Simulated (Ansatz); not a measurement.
Pressure series in HfB2

Start from HfB2 (space group P6/mmm, No. 191).

```yaml
crystal:
  lattice:
    - [3.14570, 0.00000, 0.00000]
    - [-1.57285, 2.72426, 0.00000]
    - [0.00000, 0.00000, 3.48590]
  atoms:
    - { symbol: Hf, position: [0.00000, 0.00000, 0.00000] }
    - { symbol: B, position: [0.66667, 0.33333, 0.50000] }
    - { symbol: B, position: [0.33333, 0.66667, 0.50000] }
```

Cell and atoms are relaxed at each pressure.

The values are results of plane-wave PAW DFT at the PBE level (Ansatz, a first-principles code, 420 eV), scalar-relativistic without spin-orbit coupling, not measurements.

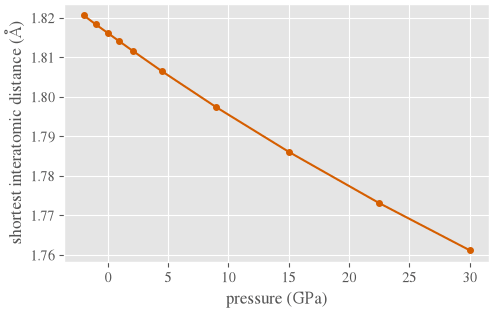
Figure. Shortest interatomic distance against pressure

```json
[
 {"pressure (GPa)": "-2", "shortest interatomic distance": "182.1 pm"},
 {"pressure (GPa)": "-1", "shortest interatomic distance": "181.8 pm"},
 {"pressure (GPa)": "0.9", "shortest interatomic distance": "181.4 pm"},
 {"pressure (GPa)": "2.1", "shortest interatomic distance": "181.2 pm"},
 {"pressure (GPa)": "4.5", "shortest interatomic distance": "180.6 pm"},
 {"pressure (GPa)": "9", "shortest interatomic distance": "179.7 pm"},
 {"pressure (GPa)": "15", "shortest interatomic distance": "178.6 pm"},
 {"pressure (GPa)": "22.5", "shortest interatomic distance": "177.3 pm"},
 {"pressure (GPa)": "30", "shortest interatomic distance": "176.1 pm"}
]
```

Load acts through the strain it causes; cell and atoms are relaxed under it. Stability against distortions was not tested. Competing high-pressure phases were not computed. The final runs are not spin-polarised.
